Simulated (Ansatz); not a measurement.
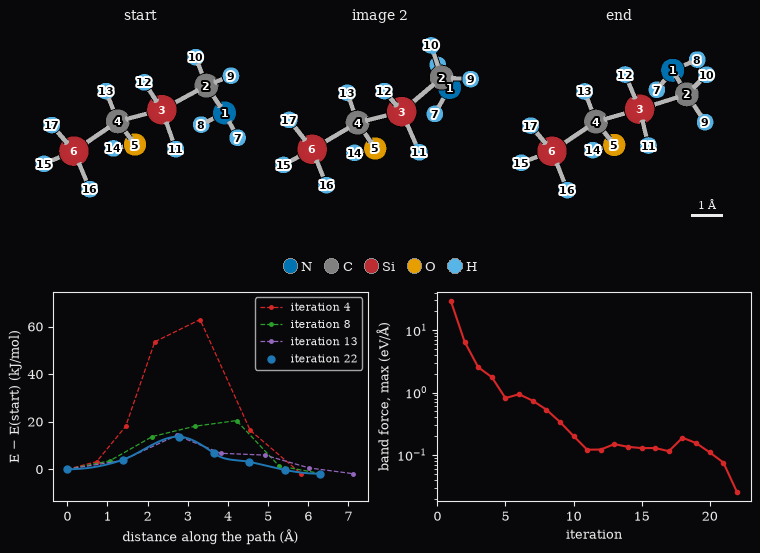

A nudged-elastic-band calculation for C2H11NOSi2. Images are numbered from 0 (start) to 6 (end). The plot follows the band through its iterations. Style: ball-and-stick. Shown from a free direction.

Theory: Ansatz 0.2.0, RKS PBE0-D4/6-31G*. Run with 5 movable images; climbing image; force threshold 0.05 eV/Å; iteration limit 51; starting path through a guess of the saddle point.

> Did the band converge, and can the barrier be trusted?

The result is final at these settings. The band converged in 22 iterations. The largest component of the band force went from 29 to 0.026 eV/Å. The climbing image converged on the top of the path. Its vibrational analysis gives one imaginary mode (235i cm⁻¹), as a transition state must have. The first iteration put the highest image at 1010.0 kJ/mol. Forward barrier 13.7 kJ/mol, backward barrier 15.6 kJ/mol, with image 2 at the top; the reaction energy is −1.9 kJ/mol.

Cost: 7.3 min on 2 threads of Intel(R) Xeon(R) Platinum 8375C CPU @ 2.90GHz (Ice Lake), on a shared host, peak memory 0.37 GiB.
